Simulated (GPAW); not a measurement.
# Surface energy and work function of Pb(111) from slabs of 3 to 12 layers (LDA)

How do energy and work function of Pb(111) films settle with thickness, and what surface energy follows?

**Method.** GPAW 26.7.0, plane waves at 450 eV with PAW setups; symmetric 1×1 slabs cut at the tabulated lattice constant (two decimals; low-temperature values for the alkali metals), atoms at bulk places, 7.5 Å of vacuum on each side, one in-plane mesh for all thicknesses, Fermi-Dirac smearing of 0.1 eV. Energies are extrapolated to zero smearing and count from the program's reference atoms. Functional LDA. The cell's area is 10.610 Å².

The runs, one held back:

| layers | energy (eV) | work function (eV) |
| --- | --- | --- |
| 3 | −12.7904 | 4.27 |
| 4 | −17.3982 | 4.08 |
| 5 | −21.8151 | 4.03 |
| 6 | −26.3554 | 4.10 |
| 7 | −30.8208 | 4.01 |
| 8 | −35.3432 | 4.12 |
| 9 | −39.8276 | 4.01 |
| 10 | −44.3138 | 4.12 |
| 11 | −48.8233 | 4.04 |
| 12 | ? | ? |

**Question.** What surface energy do these runs give, and what energy and work function should the 12-layer slab have?

Worked answer. A slab of n layers has E(n) = nε + 2Aγ once its middle is bulk-like. A line through n = 6 to 11 has the slope ε = −4.4944 eV a layer and the intercept 2Aγ = 0.6214 eV (r.m.s. residual 10.5 meV). So γ = 0.6214 / (2 × 10.610 Å²) = 0.0293 eV/Å² = 0.47 J/m², with a standard error of about 0.02 J/m² from the scatter about the line. For 12 layers: 0.6214 + 12 × (−4.4944) = −53.311 eV; the run gives −53.301 eV, 9.6 meV over the line. The work function has no such law: from 6 to 11 layers it moves between 4.01 and 4.12 eV (mean 4.07), and the 12-layer slab gives 4.08 eV. The thinnest slab, 3 layers, lies +0.20 eV from that mean. The values go up and down with thickness, as expected where levels confined across the film cross the Fermi level one by one.

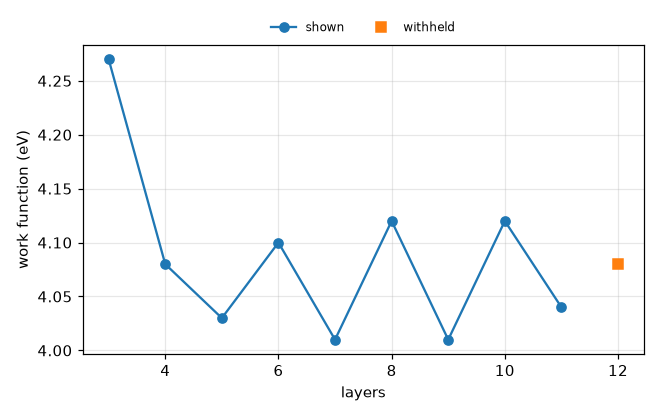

Work function against thickness.

**Limits.** The surfaces are unrelaxed, so γ is an upper bound for this functional and lattice constant. The tabulated lattice constant isn't the functional's own, which strains the slab a little. Spin-orbit coupling is left out.
